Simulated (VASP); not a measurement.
Band structure of ZnO (space group P6_3mc). Level of theory: PBE GGA, VASP's PBE PAW potentials (set 64) (plane waves; VASP).

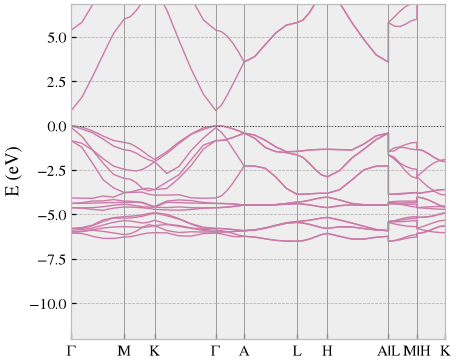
*Bands along high-symmetry lines, zero at the valence-band maximum or, without a gap, the Fermi level*

Question: Read the plot: is there a gap, and where are the band edges?

Answer: The gap is direct, 0.86 eV, from the valence maximum at Γ to the conduction minimum at Γ.

The structure is a typed ZnO crystal (P6_3mc). The cell was not relaxed at this level.
